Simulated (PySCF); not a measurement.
# [LaF2]+: a change of charge

How does [LaF2]+ respond at fixed geometry? The runs cover a change of charge. The structure is generated, not taken from experiment.

The runs use PySCF 2.14.0; PBE0, La def2-SVP with ECP46, F def2-SVP; scalar-relativistic core potentials, no spin–orbit coupling.

1 further run of the same task is left out (for a known fault of the program).

**1. The starting structure**

3 atoms, charge 1, spin multiplicity 1.

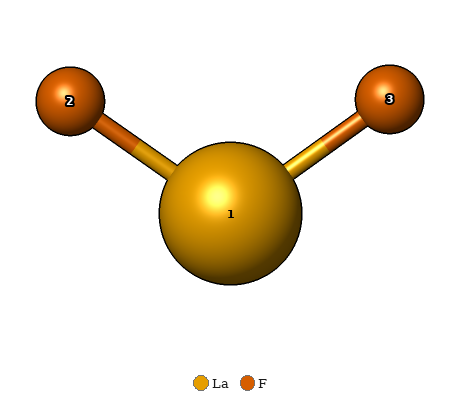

The geometry (lanthanum amber, fluorine orange); atoms are numbered from 1 in the order of the file.

Geometry (Å):

```xyz
3

La    0.0000    0.0000   -0.3918
F     1.6810    0.0000    0.8007
F    -1.6810    0.0000    0.8007
```

Formal oxidation states: La +3. An earlier session relaxed this geometry at PBE0, La def2-SVP with ECP46, F def2-SVP (singlet, point group C2v).

Its energy there is -230.835798 Eh.

**2. One electron removed, multiplicity 2**

run.py (the lines that set the calculation) reads:

```python
mol = gto.M(atom='''
La     0.00000     0.00000    -0.39178
F      1.68103     0.00000     0.80070
F     -1.68103     0.00000     0.80070''',
    basis={'La': 'def2-SVP', 'F': 'def2-SVP'},
    ecp={'La': 'def2-SVP'},
    charge=2, spin=1)
mf = dft.UKS(mol, xc='PBE0')
mf.grids.atom_grid = (50, 194)  # f atoms: unpruned, at least (60, 302)
mf = mf.density_fit()  # fitting sets: La def2-universal-JKFIT, F def2-universal-JKFIT
mf.conv_tol = 1e-08; mf.max_cycle = 55
mf.kernel(dm0)  # dm0: the density of the relaxed state
```

On the command line:

```
> OMP_NUM_THREADS=2 python run.py
```

Output:

```text
init E= -230.848189260045
  HOMO = -0.563871538022  LUMO = -0.556305262771  gap/eV = 0.20589
cycle= 1 E= -230.098442013117  delta_E= 0.75  |g|= 0.418  |ddm|= 0.714
  HOMO = -0.978286005702  LUMO = -0.904526829543  gap/eV = 2.00709
cycle= 2 E= -230.055621046608  delta_E= 0.0428  |g|= 0.559  |ddm|= 0.608
  HOMO = -0.860109775557  LUMO = -0.779922620002  gap/eV = 2.18200
cycle= 3 E= -230.167336144512  delta_E= -0.112  |g|= 0.0174  |ddm|= 0.368
  HOMO = -0.84857031655  LUMO = -0.767116318978  gap/eV = 2.21648
cycle= 4 E= -230.167568826468  delta_E= -0.000233  |g|= 0.00683  |ddm|= 0.0371
  HOMO = -0.847980840399  LUMO = -0.765889581911  gap/eV = 2.23382
cycle= 5 E= -230.167602564392  delta_E= -3.37e-05  |g|= 0.0021  |ddm|= 0.0103
  HOMO = -0.84772904147  LUMO = -0.765523050823  gap/eV = 2.23694
cycle= 6 E= -230.16760630981  delta_E= -3.75e-06  |g|= 0.000604  |ddm|= 0.00333
  HOMO = -0.847743293521  LUMO = -0.765526780939  gap/eV = 2.23723
cycle= 7 E= -230.167606829385  delta_E= -5.2e-07  |g|= 0.000222  |ddm|= 0.00131
  HOMO = -0.847719611469  LUMO = -0.765514394746  gap/eV = 2.23692
cycle= 8 E= -230.167607109977  delta_E= -2.81e-07  |g|= 0.000146  |ddm|= 0.00111
  HOMO = -0.847697330554  LUMO = -0.765515609493  gap/eV = 2.23628
cycle= 9 E= -230.167607360951  delta_E= -2.51e-07  |g|= 7.67e-05  |ddm|= 0.00164
  HOMO = -0.847680017599  LUMO = -0.765517926415  gap/eV = 2.23574
cycle= 10 E= -230.167607432205  delta_E= -7.13e-08  |g|= 1.49e-05  |ddm|= 0.00133
  HOMO = -0.847678244873  LUMO = -0.765517620073  gap/eV = 2.23570
cycle= 11 E= -230.167607431958  delta_E= 2.47e-10  |g|= 4.79e-05  |ddm|= 0.000133
  HOMO = -0.847678524301  LUMO = -0.765517841878  gap/eV = 2.23571
Extra cycle  E= -230.16760740137  delta_E= 3.06e-08  |g|= 0.000275  |ddm|= 0.000244
converged SCF energy = -230.16760740137  <S^2> = 0.7687827  2S+1 = 2.0186953
```

Run time: 0.9 s. Hardware: 2 threads of Intel Xeon Platinum 8488C (Sapphire Rapids), shared host.

It gives: E = -230.167607 Eh (+18.182 eV from the relaxed state), HOMO -23.07 eV, LUMO -20.83 eV (over both spins), ⟨S²⟩ = 0.769, Mulliken charge on La1 +2.05 e. 

**3. One electron added, multiplicity 2**

Edit run.py (the lines that set the calculation) of step 2 so:

```diff
@@ -6,3 +6,3 @@
     ecp={'La': 'def2-SVP'},
-    charge=2, spin=1)
+    charge=0, spin=1)
 mf = dft.UKS(mol, xc='PBE0')
```

On the command line:

```
> OMP_NUM_THREADS=2 python run.py
```

Output:

```text
init E= -230.84653898805
  HOMO = -0.274603005282  LUMO = -0.270113672319  gap/eV = 0.12216
cycle= 1 E= -231.026961298576  delta_E= -0.18  |g|= 0.129  |ddm|= 1.52
  HOMO = -0.114074952866  LUMO = -0.0451254187055  gap/eV = 1.87621
cycle= 2 E= -231.038394952002  delta_E= -0.0114  |g|= 0.121  |ddm|= 0.826
  HOMO = -0.136878217899  LUMO = -0.0607929332235  gap/eV = 2.07039
cycle= 3 E= -231.044885524769  delta_E= -0.00649  |g|= 0.0584  |ddm|= 0.218
  HOMO = -0.142937620013  LUMO = -0.0650440431539  gap/eV = 2.11959
cycle= 4 E= -231.04609275147  delta_E= -0.00121  |g|= 0.00803  |ddm|= 0.0488
  HOMO = -0.146839976562  LUMO = -0.0676324862561  gap/eV = 2.15535
cycle= 5 E= -231.046304747262  delta_E= -0.000212  |g|= 0.004  |ddm|= 0.0562
  HOMO = -0.147834370597  LUMO = -0.0682916241486  gap/eV = 2.16447
cycle= 6 E= -231.046377333053  delta_E= -7.26e-05  |g|= 0.00172  |ddm|= 0.0336
  HOMO = -0.148405287646  LUMO = -0.0688906387734  gap/eV = 2.16370
cycle= 7 E= -231.04640554844  delta_E= -2.82e-05  |g|= 0.000719  |ddm|= 0.0287
  HOMO = -0.148583207647  LUMO = -0.0690859082095  gap/eV = 2.16323
cycle= 8 E= -231.046409342559  delta_E= -3.79e-06  |g|= 0.00019  |ddm|= 0.0112
  HOMO = -0.148651240023  LUMO = -0.0691677268907  gap/eV = 2.16286
cycle= 9 E= -231.046409651492  delta_E= -3.09e-07  |g|= 3.66e-05  |ddm|= 0.00376
  HOMO = -0.148673834449  LUMO = -0.0691862942404  gap/eV = 2.16297
cycle= 10 E= -231.046409655777  delta_E= -4.28e-09  |g|= 5.83e-06  |ddm|= 0.000395
  HOMO = -0.148673728898  LUMO = -0.0691867804924  gap/eV = 2.16295
Extra cycle  E= -231.04640965582  delta_E= -4.25e-11  |g|= 6.76e-06  |ddm|= 2.6e-05
converged SCF energy = -231.04640965582  <S^2> = 0.75080812  2S+1 = 2.000808
```

Wall time 0.9 s (2 threads of Intel Xeon Platinum 8488C (Sapphire Rapids), shared host).

It gives: E = -231.046410 Eh (-5.731 eV from the relaxed state), HOMO -4.05 eV, LUMO -1.88 eV (over both spins), ⟨S²⟩ = 0.751, Mulliken charge on La1 +0.77 e. 

**4. The states side by side**

| state | energy from the relaxed state (eV) | ⟨S²⟩ | time |
| --- | --- | --- | --- |
| charge +1, singlet, vacuum (relaxed) | 0 | 0.00 |  |
| charge 0, doublet, vacuum | -5.73 | 0.75 | 0.9 s |
| charge +2, doublet, vacuum | 18.18 | 0.77 | 0.9 s |

An electron taken off or put on is at rest in vacuum. 

Removing an electron vertically costs 18.18 eV (doublet), against −HOMO = 15.58 eV. Adding an electron vertically releases 5.73 eV (doublet). The bases are small and lack diffuse functions. Spin–orbit coupling is left out.
